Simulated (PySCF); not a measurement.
## Electronic structure of C$_{6}$H$_{9}$BS in real space

```xyz
17

C     0.9713    2.5531   -0.4895
C     0.5541    1.4581   -0.2076
B     0.0957    0.0685    0.1539
S     1.3085   -1.1604    0.6063
C     2.8920   -0.2617    0.4885
C    -1.4142   -0.3244    0.1419
C    -2.3547    0.5617   -0.1941
C    -1.8008   -1.7276    0.5183
H     1.3098    3.5171   -0.7393
H     3.0220    0.1142   -0.5211
H     2.8940    0.5607    1.1963
H     3.6777   -0.9694    0.7317
H    -2.1041    1.5732   -0.4679
H    -3.4044    0.3094   -0.2091
H    -1.3234   -2.4389   -0.1545
H    -2.8787   -1.8688    0.4765
H    -1.4519   -1.9529    1.5253
```

Geometry: GFN2-xTB.

All numbers below come from PySCF 2.14.0, PBE0/pcSseg-1, SCF density, gas phase, non-relativistic.

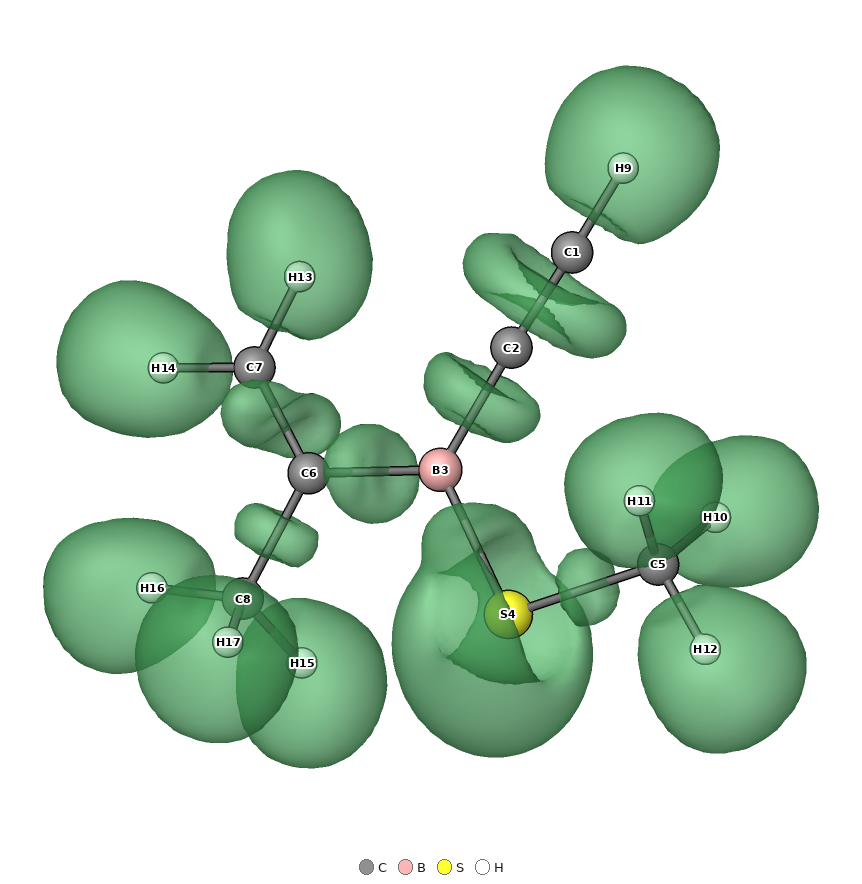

Figure 1. Isosurface of the electron localisation function at 0.8 (green), seen at a tilt. Only the valence region is drawn (cores and ρ < 0.01 e/Å³ removed).

Q: Describe the localisation domains.

A: The surface consists of two regions between bonded B–C atoms (shared pairs), three regions between bonded C–C atoms (shared pairs), one region between bonded C–S atoms (shared pairs), nine regions around hydrogen nuclei and one region on S in which the atom's valence shell and bonds are merged. Along the contacts the grid gives the following. C–C (1.21 Å): the ELF peaks at about 0.85 between the atoms; a multiple bond. C–B (1.51 Å): the ELF peaks at about 0.95 between the atoms; a covalent bond.

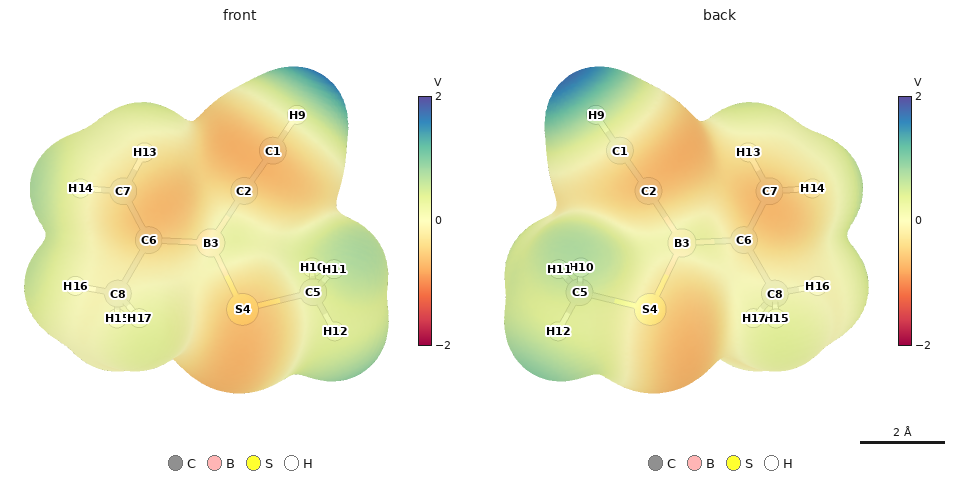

Figure 2. The electrostatic potential painted on the density surface at 0.002 e/bohr³, seen from the front and from behind; red is negative and blue positive.

Q: Where is the surface potential most negative and most positive?

A: The most negative region (about −0.8 V) lies over C1, C2 and S4, the most positive (about +1.7 V) over H9.

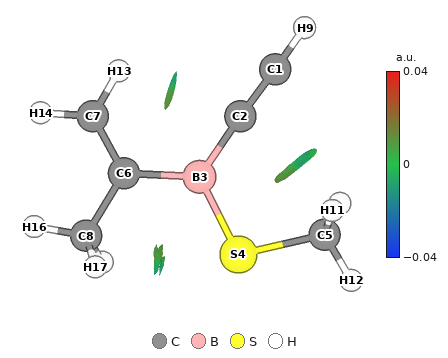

Figure 3. Non-covalent interaction (NCI) plot: the surface where the reduced density gradient is 0.5, for densities under 0.05 a.u., coloured by sign(λ₂)ρ; seen across its widest extent.

Q: What holds or crowds the atoms apart from the covalent bonds?

A:
- Between S4 and B3 on one side and C8 and H15 on the other: a weak contact, attractive (blue-green) on one side and crowded (olive to red) on the other
- Between C5 and H11 on one side and C2 and B3 on the other: a weak contact, attractive (blue-green) on one side and crowded (olive to red) on the other
- Near H13, C2 and C7: mostly steric crowding (olive to red)
